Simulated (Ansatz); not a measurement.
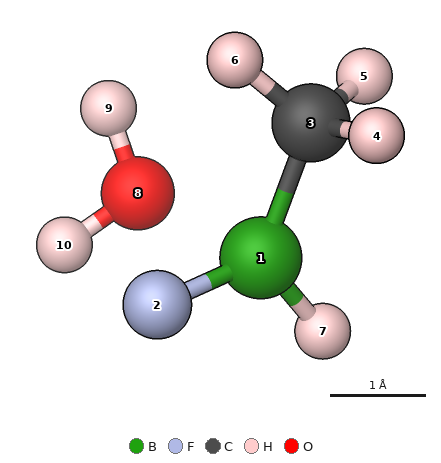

*The input geometry (ball-and-stick view, seen at a tilt; atoms are numbered from 1 in the order of the input).*

Bond lengths as drawn: B–C 1.58 Å, B–F 1.34 Å, B–H 1.20 Å, C–H 1.09 to 1.10 Å and H–O 0.95 Å.

## Nudged elastic band, with input and output: CH6BFO

CH6BFO, computed with RHF/def2-SVP (Ansatz 0.2.0).

One setting was made poor on purpose. It belongs to a series of runs on one base structure; here: band between the two ends. Figures and captions count atoms from 1; the log counts them from 0 in places.

Output
```
Engine: ansatz 0.2.0, x86_64-unknown-linux-gnu
Functional definition: HF
  exchange = exact_x
  correlation = 0
936 factors; integrals over basis functions are off by at most 5.0e-4 eV
mean field evaluation 1: about -6533.3858 eV, gradient 3.9e1 eV
mean field evaluation 2: about -6533.5006 eV, gradient 3.9e1 eV
mean field evaluation 4: about -6536.7641 eV, gradient 3.2e0 eV
mean field evaluation 8: about -6536.8052 eV, gradient 1.7e-4 eV
mean field -6536.80515957 eV, -240.2231588085 hartree, gradient 3.3e-5 eV, S^2 0.000000; 0 other end points of the search recorded, 0 dependent functions left out
the calculation of the forces begins
reference -6536.80515957 eV, -240.2231588085 hartree; 17, 17 occupied and 69, 69 virtual orbitals, 936 factors
933 factors; integrals over basis functions are off by at most 1.1e-3 eV
mean field evaluation 16: about -6536.7408 eV, gradient 9.3e-1 eV
mean field -6536.74998038 eV, -240.2211310106 hartree, gradient 3.6e-5 eV, S^2 0.000000; 0 other end points of the search recorded, 0 dependent functions left out
[... from here on the field's lines of each further geometry are left out, up to the last ...]
NEB iter   1: max|band force component| = 1.662e1 eV/Å  barrier→ = 6.3890 eV  barrier← = 6.3338 eV  Δτ_max = 0.1961 Å  (173 SCF iters)
NEB iter   2: max|band force component| = 3.872e0 eV/Å  barrier→ = 4.1689 eV  barrier← = 4.1137 eV  Δτ_max = 0.1959 Å  (112 SCF iters)
NEB iter   3: max|band force component| = 3.793e0 eV/Å  barrier→ = 3.4838 eV  barrier← = 3.4286 eV  Δτ_max = 0.2000 Å  (99 SCF iters)
NEB iter   4: max|band force component| = 3.559e0 eV/Å  barrier→ = 2.3503 eV  barrier← = 2.2951 eV  Δτ_max = 0.1976 Å  (106 SCF iters)
NEB iter   5: max|band force component| = 2.009e0 eV/Å  barrier→ = 1.2550 eV  barrier← = 1.1998 eV  Δτ_max = 0.1700 Å  (106 SCF iters)
NEB iter   6: max|band force component| = 1.855e0 eV/Å  barrier→ = 0.7430 eV  barrier← = 0.6878 eV  Δτ_max = 0.1934 Å  (100 SCF iters)
NEB iter   7: max|band force component| = 3.292e0 eV/Å  barrier→ = 0.8113 eV  barrier← = 0.7561 eV  Δτ_max = 0.1002 Å  (103 SCF iters)
NEB iter   8: max|band force component| = 1.149e0 eV/Å  barrier→ = 0.4657 eV  barrier← = 0.4105 eV  Δτ_max = 0.1533 Å  (104 SCF iters)
NEB iter   9: max|band force component| = 8.120e-1 eV/Å  barrier→ = 0.3453 eV  barrier← = 0.2901 eV  Δτ_max = 0.1051 Å  (98 SCF iters)
NEB iter  10: max|band force component| = 3.911e-1 eV/Å  barrier→ = 0.2989 eV  barrier← = 0.2437 eV  Δτ_max = 0.1575 Å  (105 SCF iters)
NEB iter  11: max|band force component| = 4.790e-1 eV/Å  barrier→ = 0.2319 eV  barrier← = 0.1767 eV  Δτ_max = 0.0244 Å  (102 SCF iters)
NEB iter  12: max|band force component| = 1.760e-1 eV/Å  barrier→ = 0.2339 eV  barrier← = 0.1787 eV  Δτ_max = 0.0123 Å  (106 SCF iters)
NEB iter  13: max|band force component| = 4.489e-2 eV/Å  barrier→ = 0.2325 eV  barrier← = 0.1773 eV  Δτ_max = 0.0603 Å  (106 SCF iters)
NEB iter  14: max|band force component| = 6.406e-2 eV/Å  barrier→ = 0.2296 eV  barrier← = 0.1744 eV  Δτ_max = 0.0210 Å  (106 SCF iters)
NEB iter  15: max|band force component| = 3.906e-2 eV/Å  barrier→ = 0.2254 eV  barrier← = 0.1702 eV  Δτ_max = 0.0133 Å  (106 SCF iters)
the calculation of the forces begins
reference -6536.71783234 eV, -240.2199495921 hartree; 17, 17 occupied and 69, 69 virtual orbitals, 937 factors
936 factors; integrals over basis functions are off by at most 3.9e-4 eV
mean field -6536.57721521 eV, -240.2147820079 hartree, gradient 2.7e-5 eV, S^2 0.000000; 1 other end points of the search recorded, 0 dependent functions left out
the calculation of the forces begins
reference -6536.57721521 eV, -240.2147820079 hartree; 17, 17 occupied and 69, 69 virtual orbitals, 936 factors
NEB iter  16: max|band force component| = 1.915e-2 eV/Å  barrier→ = 0.2279 eV  barrier← = 0.1728 eV  Δτ_max = 0.0000 Å  (275 SCF iters)
```

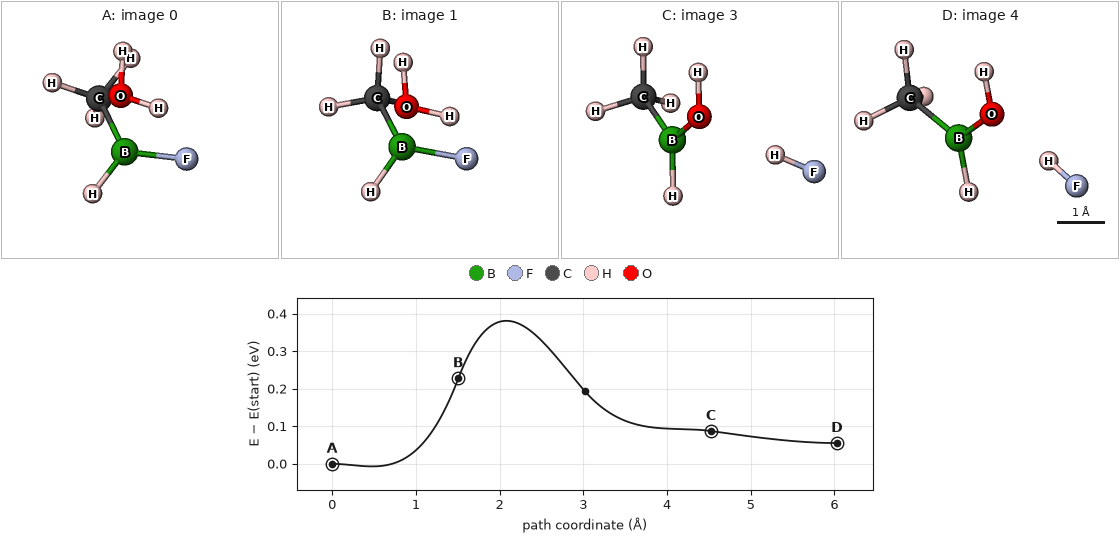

*Images of the last band (counted from 0; ball-and-stick, seen at a tilt) above the energy along the path; the line is a cubic interpolation that uses the forces.*

The highest image is number 1, 0.228 eV above the start and 0.173 eV above the end; the end lies 0.055 eV above the start. The path is 6.03 Å long. The band converged in 16 iterations.

```
Total energy: -6536.57721521 eV, -240.2147820079 hartree
Atom 0 at    -0.019314     0.121473     0.018643 Å, force    -0.054418    -0.312768     0.158114 eV/Å
Atom 1 at    -0.164921    -0.671065     1.161890 Å, force     0.108163    -0.085921    -0.487417 eV/Å
Atom 2 at     1.390786    -0.003500    -0.740173 Å, force    -0.031373    -0.061075     0.051873 eV/Å
Atom 3 at     1.726052    -1.036000    -0.611464 Å, force     0.084451    -0.035129    -0.062911 eV/Å
Atom 4 at     1.322413     0.184243    -1.815363 Å, force    -0.065014     0.050966     0.089266 eV/Å
Atom 5 at     2.196759     0.633631    -0.354072 Å, force    -0.067523    -0.036254     0.075718 eV/Å
Atom 6 at    -1.030779     0.248100    -0.620720 Å, force    -0.029781    -0.032174     0.023063 eV/Å
Atom 7 at    -0.001630     1.623943     0.962070 Å, force    -0.026448     0.006910     0.159452 eV/Å
Atom 8 at     0.867279     1.997490     1.033459 Å, force    -0.016140     0.023204     0.081266 eV/Å
Atom 9 at    -0.211644     1.198185     1.793331 Å, force     0.098084     0.482240    -0.088424 eV/Å
Dipole moment:     0.340006     0.586643     0.349703 e Å
this run last wrote the band of iteration 16 to [file]
```

The last band as extended XYZ (Å, eV, eV/Å)
```
10
Properties=species:S:1:pos:R:3:forces:R:3 image=0 energy=-6536.80516
B     0.0527   -0.2754    0.0143    0.0068  -0.0056   0.0106
F     0.0650   -0.8004    1.2421   -0.0018   0.0047  -0.0182
C     1.4156   -0.1192   -0.7619    0.0005   0.0068   0.0023
H     1.6030   -1.0484   -1.3127   -0.0028  -0.0007   0.0017
H     1.3794    0.6852   -1.4990   -0.0007  -0.0031   0.0027
H     2.2647    0.0388   -0.0928   -0.0026  -0.0013  -0.0021
H    -1.0192   -0.1860   -0.5173    0.0008  -0.0023   0.0042
O    -0.0656    1.9079    0.9240    0.0105   0.0081   0.0290
H     0.7640    2.3515    1.0300   -0.0188  -0.0118  -0.0020
H    -0.3846    1.7425    1.8008    0.0084   0.0052  -0.0283
10
Properties=species:S:1:pos:R:3:forces:R:3 image=1 energy=-6536.57722
B    -0.0193    0.1215    0.0186   -0.0544  -0.3128   0.1581
F    -0.1649   -0.6711    1.1619    0.1082  -0.0859  -0.4874
C     1.3908   -0.0035   -0.7402   -0.0314  -0.0611   0.0519
H     1.7261   -1.0360   -0.6115    0.0845  -0.0351  -0.0629
H     1.3224    0.1842   -1.8154   -0.0650   0.0510   0.0893
H     2.1968    0.6336   -0.3541   -0.0675  -0.0363   0.0757
H    -1.0308    0.2481   -0.6207   -0.0298  -0.0322   0.0231
O    -0.0016    1.6239    0.9621   -0.0264   0.0069   0.1595
H     0.8673    1.9975    1.0335   -0.0161   0.0232   0.0813
H    -0.2116    1.1982    1.7933    0.0981   0.4822  -0.0884
10
Properties=species:S:1:pos:R:3:forces:R:3 image=2 energy=-6536.61105
B     0.0945    0.6478   -0.2841    0.0237   0.1520  -0.0829
F    -0.3593   -0.4756    2.0964   -0.0462   0.0491   0.2252
C     1.4524    0.0651   -0.8307    0.0154   0.0192  -0.0221
H     1.5358   -0.9937   -0.5672   -0.0439   0.0187   0.0019
H     1.4651    0.1150   -1.9226    0.0336  -0.0056  -0.0286
H     2.3378    0.5797   -0.4482    0.0342  -0.0078  -0.0253
H    -0.9711    0.2483   -0.6595    0.0171  -0.0044  -0.0016
O     0.0502    1.6695    0.6239    0.0246  -0.0102  -0.0762
H     0.8974    2.0180    0.8603   -0.0072  -0.0047  -0.0369
H    -0.4277    0.4224    1.9594   -0.0514  -0.2063   0.0466
10
Properties=species:S:1:pos:R:3:forces:R:3 image=3 energy=-6536.71783
B     0.2544    0.4758   -0.3128    0.0004  -0.0101   0.0054
F    -1.1663    0.1886    2.7256   -0.0180   0.0082   0.0197
C     1.5870    0.0450   -1.0361    0.0018   0.0049  -0.0094
H     1.7505   -1.0228   -0.8558    0.0067  -0.0008  -0.0082
H     1.4917    0.1588   -2.1192   -0.0001   0.0039  -0.0038
H     2.4782    0.5850   -0.7063    0.0027   0.0042  -0.0058
H    -0.8094    0.0142   -0.6198    0.0043  -0.0033   0.0005
O     0.2271    1.3710    0.7108    0.0007  -0.0095   0.0040
H     1.0656    1.7426    0.9420    0.0070  -0.0045   0.0015
H    -0.8036    0.7384    2.0992   -0.0054   0.0069  -0.0039
10
Properties=species:S:1:pos:R:3:forces:R:3 image=4 energy=-6536.74998
B     0.4029    0.1714   -0.1719    0.0035  -0.0015  -0.0033
F    -1.7348    0.9753    2.6360   -0.0005   0.0000   0.0006
C     1.6309    0.0990   -1.1593   -0.0033   0.0023   0.0048
H     1.9770   -0.9364   -1.2356   -0.0001  -0.0007  -0.0015
H     1.3136    0.3873   -2.1659    0.0004   0.0005  -0.0006
H     2.4811    0.7242   -0.8742    0.0000  -0.0005   0.0004
H    -0.6058   -0.4464   -0.3728   -0.0004   0.0000   0.0021
O     0.4098    0.9264    0.9577    0.0006   0.0000  -0.0007
H     1.2037    1.4146    1.1186   -0.0003  -0.0003  -0.0007
H    -1.0034    0.9811    2.0950    0.0000   0.0004  -0.0011
```

The run was set up as follows.

Input file
```yaml
crystal:
  periodic: [false, false, false]
  atoms:
    - { symbol: B, position_ang: [0.052734, -0.275382, 0.014303] }
    - { symbol: F, position_ang: [0.064971, -0.800422, 1.242116] }
    - { symbol: C, position_ang: [1.415584, -0.1192, -0.76189] }
    - { symbol: H, position_ang: [1.602965, -1.048405, -1.31266] }
    - { symbol: H, position_ang: [1.379368, 0.685195, -1.498962] }
    - { symbol: H, position_ang: [2.264713, 0.038767, -0.092773] }
    - { symbol: H, position_ang: [-1.019167, -0.18599, -0.517299] }
    - { symbol: O, position_ang: [-0.065552, 1.907925, 0.92399] }
    - { symbol: H, position_ang: [0.763996, 2.351515, 1.029998] }
    - { symbol: H, position_ang: [-0.384611, 1.742497, 1.800777] }
basis:
  gaussian: { orbitals: def2-SVP }
hamiltonian:
  xc: hf
neb:
  order_check: false
  images: 3
  f_tol: 0.03
  max_iterations: 60
  climbing: false
  final_atoms:
    - { symbol: B, position_ang: [0.40289063, 0.17139084, -0.17188328] }
    - { symbol: F, position_ang: [-1.73482204, 0.97525217, 2.63598318] }
    - { symbol: C, position_ang: [1.63089252, 0.09904368, -1.15928629] }
    - { symbol: H, position_ang: [1.97701904, -0.93640731, -1.23562421] }
    - { symbol: H, position_ang: [1.31359718, 0.38727052, -2.16586758] }
    - { symbol: H, position_ang: [2.48105191, 0.72422182, -0.87424657] }
    - { symbol: H, position_ang: [-0.60578307, -0.44641511, -0.37278543] }
    - { symbol: O, position_ang: [0.40978219, 0.92643717, 0.95772334] }
    - { symbol: H, position_ang: [1.20373149, 1.41456001, 1.11858982] }
    - { symbol: H, position_ang: [-1.00335884, 0.98114621, 2.09499701] }
  initial_path:
    images:
      - { positions_ang: [[0.052734, -0.275382, 0.014303], [0.064971, -0.800422, 1.242116], [1.415584, -0.1192, -0.76189], [1.602965, -1.048405, -1.31266], [1.379368, 0.685195, -1.498962], [2.264713, 0.038767, -0.092773], [-1.019167, -0.18599, -0.517299], [-0.065552, 1.907925, 0.92399], [0.763996, 2.351515, 1.029998], [-0.384611, 1.742497, 1.800777]] }
      - { positions_ang: [[0.02002503, -0.12710785, 0.00105143], [0.01088238, -0.39136348, 1.44981665], [1.40104204, -0.07184076, -0.77437172], [1.64312629, -1.06468725, -1.13325669], [1.33232867, 0.58755426, -1.63208078], [2.21388518, 0.26228139, -0.13623503], [-1.02535232, -0.06420048, -0.57157433], [0.02186476, 1.77270317, 0.72833543], [0.62784353, 2.00081915, 1.24872627], [-0.17064456, 1.39234185, 1.64718877]] }
      - { positions_ang: [[-0.01268393, 0.0211663, -0.01220014], [-0.04320623, 0.01769505, 1.65751731], [1.38650008, -0.02448153, -0.78685344], [1.68328758, -1.0809695, -0.95385337], [1.28528934, 0.48991351, -1.76519957], [2.16305735, 0.48579578, -0.17969705], [-1.03153764, 0.05758904, -0.62584967], [0.10928151, 1.63748135, 0.53268086], [0.49169105, 1.6501233, 1.46745453], [0.04332188, 1.0421867, 1.49360054]] }
      - { positions_ang: [[0.19510335, 0.09627857, -0.09204171], [-0.88901413, 0.49647361, 2.14675025], [1.5086963, 0.03728108, -0.97306986], [1.83015331, -1.00868841, -1.09473879], [1.29944326, 0.43859202, -1.96553358], [2.32205463, 0.6050088, -0.52697181], [-0.81866036, -0.19441304, -0.49931755], [0.25953185, 1.28195926, 0.7452021], [0.84771127, 1.53234166, 1.29302218], [-0.48001848, 1.01166646, 1.79429877]] }
      - { positions_ang: [[0.40289063, 0.17139084, -0.17188328], [-1.73482204, 0.97525217, 2.63598318], [1.63089252, 0.09904368, -1.15928629], [1.97701904, -0.93640731, -1.23562421], [1.31359718, 0.38727052, -2.16586758], [2.48105191, 0.72422182, -0.87424657], [-0.60578307, -0.44641511, -0.37278543], [0.40978219, 0.92643717, 0.95772334], [1.20373149, 1.41456001, 1.11858982], [-1.00335884, 0.98114621, 2.09499701]] }
```

Launched with:
```bash
ansatz run input.yaml --threads 1 --pin off --max-ram 2048MiB --backend cpu --events-out ev --progress --plain --runs-dir out
```

Summary

```csv
quantity,value
outcome,converged
"barrier, forward",0.228 eV
"barrier, backward",0.173 eV
hardware,"1 thread of Intel Xeon (Granite Rapids), 32 GiB of memory available, shared host"
wall time,44 s
peak memory,0.16 GiB
```

Notes

A deliberately poor setting: few images. The order of the saddle point was not checked.
